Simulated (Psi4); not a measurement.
# BNH2 (SMILES B[N]): a chain of runs

We compute a geometry optimisation (UBLYP/6-31+G*), then vibrational wavenumbers, then the energy (UMP2/cc-pVTZ) of BNH2. 

The results are computed with Psi4 1.11.

## (1) The molecule

BNH2 has 4 atoms, charge 0, and is taken as a triplet. SMILES: `B[N]`. The shape is that of a GFN2-xTB optimisation. The run starts from this shape.

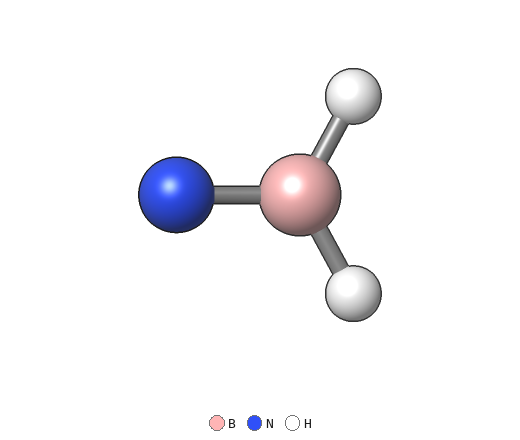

The structure, seen from a chosen angle (boron pink, nitrogen blue, hydrogen white).

## (2) A geometry optimisation at UBLYP/6-31+G(d) (density fitting, Cartesian functions) (run 1)

input.in reads:

```
memory 1600 MB

molecule molecule1 {
  0 3
  B     -0.035750     0.006580    -0.023930
  N      1.041780    -0.191660     0.697680
  H     -1.056920    -0.473990     0.334600
  H      0.050890     0.659060    -1.008340
  symmetry c1
}

set basis 6-31+G*
set reference uks
set geom_maxiter 60

e = optimize("blyp")
```

Run with:

```
psi4 input.in input.out -n 1
```

input.out:

```text
[...]
  Running in c1 symmetry.
[...]
  Nuclear repulsion =   22.289479004370790
[...]
  Multiplicity = 3
[...]
  Nalpha       = 8
  Nbeta        = 6
[...]
    Number of basis functions: 42
[...]
   @DF-UKS iter   1:   -80.46914794622600   -3.94861e-01   1.22003e-02 DIIS/ADIIS
[...]
   @DF-UKS iter   8:   -80.64570745198601   -2.70006e-13   2.52730e-09 DIIS
[...]
   @S^2 Observed:                2.003943698E+00
[...]
    Orbital Energies [Eh]
    ---------------------
    Alpha Occupied:
       1A    -14.105410     2A     -6.584843     3A     -0.756960
       4A     -0.442838     5A     -0.365159     6A     -0.313143
       7A     -0.309693     8A     -0.243875
    Alpha Virtual:
       9A     -0.077291    10A      0.003362    11A      0.016338
      12A      0.026290    13A      0.044884    14A      0.117772
      15A      0.134110    16A      0.138261    17A      0.139947
      18A      0.168053    19A      0.214092    20A      0.241861
      21A      0.459960    22A      0.470430    23A      0.473166
      24A      0.764363    25A      0.817492    26A      0.824084
[...]
  @DF-UKS Final Energy:   -80.64570745198601
   => Energetics <=
    Nuclear Repulsion Energy =             20.5535837399324954
    One-Electron Energy =                -148.5639364002775551
    Two-Electron Energy =                  58.9094248521765067
    DFT Exchange-Correlation Energy =     -11.5447796438174439
    Empirical Dispersion Energy =           0.0000000000000000
    VV10 Nonlocal Energy =                  0.0000000000000000
    Total Energy =                        -80.6457074519860129
[...]
 Multipole Moments:
 ------------------------------------------------------------------------------------
     Multipole            Electronic (a.u.)      Nuclear  (a.u.)        Total (a.u.)
 ------------------------------------------------------------------------------------
 L = 1.  Multiply by 2.5417464519 to convert [e a0] to [Debye]
 Dipole X            :          0.9952903           -1.4644219           -0.4691315
 Dipole Y            :         -0.1829808            0.2693416            0.0863608
 Dipole Z            :          0.6666480           -0.9807785           -0.3141305
 Magnitude           :                                                    0.5711572
[...]
  -Total Gradient:
     Atom            X                  Y                   Z
    ------   -----------------  -----------------  -----------------
       1       -0.000009612728     0.000008148210    -0.000001053566
       2        0.000020189884    -0.000005571998     0.000011957450
       3       -0.000005409864     0.000008379834    -0.000020567897
       4       -0.000021394805    -0.000007964114    -0.000001197987
[...]
    Final optimized geometry and variables:
    Molecular point group: c1
    Full point group: C1
    Geometry (in Angstrom), charge = 0, multiplicity = 3:
    B           -0.583064983007     0.107288659819    -0.390459006176
    N            0.613388364467    -0.112858903995     0.410773567736
    H           -1.635870669010    -0.373895195760    -0.043169730942
    H           -0.517461654600     0.769993679452    -1.398955828590
    Psi4 run time: 0:00:25.85
[...]
```

On the terminal:

```text
Optimizer: Optimization complete!
```

Wall time 27 s (1 thread of AMD EPYC 7B13 (Zen 3), shared host); peak memory 0.33 GiB.

The path in brief:

| step | energy from the first frame kept (eV) | largest force (eV/Å) |
| --- | --- | --- |
| 0 | 0.0000 | 6.4855 |
| 1 | -0.4010 | 1.4044 |
| 2 | -0.4269 | 0.5124 |
| 3 | -0.4301 | 0.2117 |
| 4 | -0.4305 | 0.1060 |
| 5 | -0.4240 | 0.3193 |
| 6 | -0.4306 | 0.0759 |
| 7 | -0.4308 | 0.0096 |
| 8 | -0.4308 | 0.0012 |

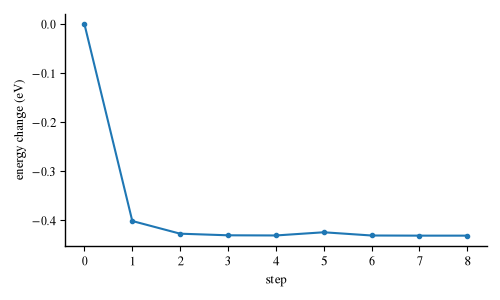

Energy along the run.

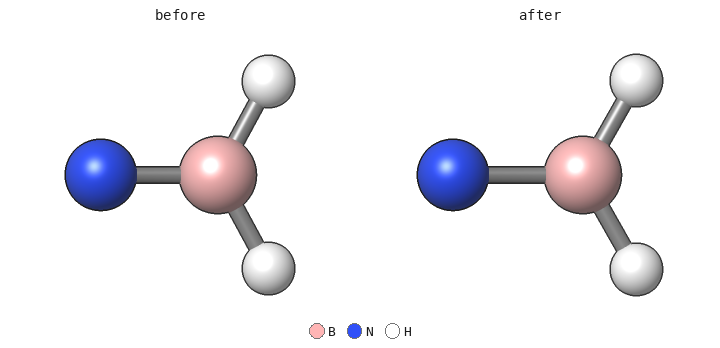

Before and after, at one scale.

After the run. Bond lengths: B1–N2 1.457 Å, B1–H3 1.209 Å, B1–H4 1.209 Å. Angles: N2–B1–H3 119.8°, N2–B1–H4 119.8°, H3–B1–H4 120.4°.

## (3) Vibrational wavenumbers at UBLYP/6-31+G(d) (density fitting, Cartesian functions) (run 2)

job.dat reads:

```
memory 1600 MB

molecule molecule1 {
  0 3
  B     -0.095399     0.017572    -0.063865
  N      1.101054    -0.202576     0.737368
  H     -1.148205    -0.463612     0.283425
  H     -0.029796     0.680277    -1.072362
}

set globals {
  basis 6-31+G*
  reference uks
  t 298.15
  rotational_symmetry_number 2
}

result, w = freq("blyp", return_wfn=True)
```

Run with:

```
psi4 -n 1 job.dat job.out
```

job.out, cut to the lines that bear on the results:

```text
[...]
  Running in c1 symmetry.
[...]
  Nuclear repulsion =   20.553581992515873
[...]
  Multiplicity = 3
[...]
  Nalpha       = 8
  Nbeta        = 6
[...]
    Number of basis functions: 42
[...]
   @DF-UKS iter   1:   -80.53046952598804   -5.42917e-01   1.00304e-02 DIIS/ADIIS
[...]
   @DF-UKS iter  11:   -80.64570627373595   -1.56319e-13   1.88860e-09 DIIS
[...]
   @S^2 Observed:                2.003945367E+00
[...]
  @DF-UKS Final Energy:   -80.64570627373595
   => Energetics <=
    Nuclear Repulsion Energy =             20.5487455738174063
    One-Electron Energy =                -148.5545986547362816
    Two-Electron Energy =                  58.9043342583341953
    DFT Exchange-Correlation Energy =     -11.5441874511512523
    Empirical Dispersion Energy =           0.0000000000000000
    VV10 Nonlocal Energy =                  0.0000000000000000
    Total Energy =                        -80.6457062737359536
[...]
 Multipole Moments:
[...]
  -Total Gradient:
     Atom            X                  Y                   Z
    ------   -----------------  -----------------  -----------------
       1        0.000096160629    -0.000212839280     0.000384664474
       2        0.000010397232    -0.000035487300     0.000054955214
       3       -0.000169075962    -0.000121250052     0.000119350218
       4        0.000046211995     0.000372464022    -0.000569698775
[...]
  ==> Harmonic Vibrational Analysis <==
[...]
  Freq [cm^-1]                 692.3260            837.7343           1035.4856
[...]
  IR activ [km/mol]            21.7231             103.9932             0.3708
[...]
  Freq [cm^-1]                1153.3164           2503.3033           2567.2700
[...]
  IR activ [km/mol]             2.2588             12.5666             87.7044
[...]
  Total E_0, Enthalpy at 0 [K]                                                          -80.62568364 [Eh]
[...]
  Total H, Enthalpy at  298.15 [K]                                                      -80.62167053 [Eh]
[...]
  Total G, Gibbs energy at  298.15 [K]                                                  -80.64797821 [Eh]
[...]
```

Run time: 59 s. Hardware: 1 thread of AMD EPYC 7B13 (Zen 3), shared host; peak memory 0.32 GiB.

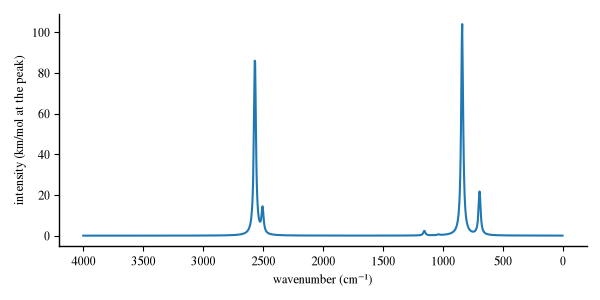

Harmonic infrared spectrum, unscaled, lines broadened by 10 cm⁻¹.

## (4) The energy at UMP2/cc-pVTZ (density fitting, density fitting for correlation) (run 3)

job.inp reads:

```
memory 1.6 GB

molecule molecule1 {
  0 3
  B
  N 1 r2
  H 1 r3 2 a3
  H 1 r4 3 a4 2 d4

  r2 = 1.456688
  r3 = 1.208532
  a3 = 119.82031
  r4 = 1.208531
  a4 = 120.35928
  d4 = 179.99135
  units angstrom
}

set basis cc-pVTZ
set reference uhf
set freeze_core true

e_tot, wfn = energy('mp2', return_wfn=True)
print_variables()
```

Run with:

```
psi4 -i job.inp -o job.out -n 1
```

job.out:

```text
[...]
  Running in c1 symmetry.
[...]
  Nuclear repulsion =   20.553579633176970
[...]
  Multiplicity = 3
[...]
  Nalpha       = 8
  Nbeta        = 6
[...]
    Number of basis functions: 88
[...]
   @DF-UHF iter   1:   -80.17944964939191   -1.18706e+00   2.33169e-03 ADIIS/DIIS
[...]
   @DF-UHF iter  14:   -80.25167004198155   -2.68585e-12   8.19615e-09 DIIS
[...]
   @S^2 Observed:                2.013180555E+00
[...]
    Orbital Energies [Eh]
    ---------------------
    Alpha Occupied:
       1A    -15.625351     2A     -7.637891     3A     -1.173983
       4A     -0.684503     5A     -0.603756     6A     -0.546119
       7A     -0.530808     8A     -0.458728
    Alpha Virtual:
       9A      0.083962    10A      0.173631    11A      0.216413
      12A      0.235968    13A      0.272864    14A      0.285472
      15A      0.322821    16A      0.483850    17A      0.491434
      18A      0.541373    19A      0.545420    20A      0.571313
      21A      0.638406    22A      0.667069    23A      0.727996
      24A      0.764857    25A      0.864052    26A      0.968898
[...]
  @DF-UHF Final Energy:   -80.25167004198155
   => Energetics <=
    Nuclear Repulsion Energy =             20.5535796331769696
    One-Electron Energy =                -148.5625596688054770
    Two-Electron Energy =                  47.7573099936469418
    Total Energy =                        -80.2516700419815550
  UHF NO Occupations:
  HONO-2 :    6  A 1.9955197
  HONO-1 :    7  A 1.0000000
[...]
 Multipole Moments:
 ------------------------------------------------------------------------------------
     Multipole            Electronic (a.u.)      Nuclear  (a.u.)        Total (a.u.)
 ------------------------------------------------------------------------------------
 L = 1.  Multiply by 2.5417464519 to convert [e a0] to [Debye]
 Dipole X            :          0.0002067           -0.0001422            0.0000645
 Dipole Y            :         -0.0000027            0.0000017           -0.0000009
 Dipole Z            :          1.2515973           -1.7829760           -0.5313787
 Magnitude           :                                                    0.5313787
[...]
```

Run time: 2.2 s. Hardware: 1 thread of AMD EPYC 7B13 (Zen 3), shared host; peak memory 0.21 GiB.

## (5) What came out

```
                                                                       quantity             value
                                  run 1, UBLYP/6-31+G*: total energy at the end      -80.64571 Eh
                                            run 1, UBLYP/6-31+G*: dipole moment            1.45 D
                       run 1, UBLYP/6-31+G*: HOMO energy (highest over α and β)          -6.64 eV
                        run 1, UBLYP/6-31+G*: LUMO energy (lowest over α and β)          -6.19 eV
                                                     run 1, UBLYP/6-31+G*: ⟨S²⟩             2.004
                               run 2, UBLYP/6-31+G*: lowest harmonic wavenumber          692 cm⁻¹
                              run 2, UBLYP/6-31+G*: highest harmonic wavenumber         2567 cm⁻¹
                                        run 2, UBLYP/6-31+G*: zero-point energy       52.6 kJ/mol
run 2, UBLYP/6-31+G*: ideal-gas entropy at 298.15 K (symmetry number 2 as used)  55.4 cal/(mol K)
                                              run 3, UMP2/cc-pVTZ: total energy      -80.47722 Eh
run 3, UMP2/cc-pVTZ: HOMO energy (Hartree–Fock orbitals) (highest over α and β)         -12.48 eV
 run 3, UMP2/cc-pVTZ: LUMO energy (Hartree–Fock orbitals) (lowest over α and β)           0.18 eV
               run 3, UMP2/cc-pVTZ: correlation energy (2 core orbitals frozen)        -225.6 mEh
                         run 3, UMP2/cc-pVTZ: ⟨S²⟩ of the reference determinant             2.013
```

In words: The optimisation (run 1, UBLYP/6-31+G*) took 9 steps and changed the energy by -0.431 eV. All 6 modes (run 2, UBLYP/6-31+G*) are real, so the shape is a minimum at this level.
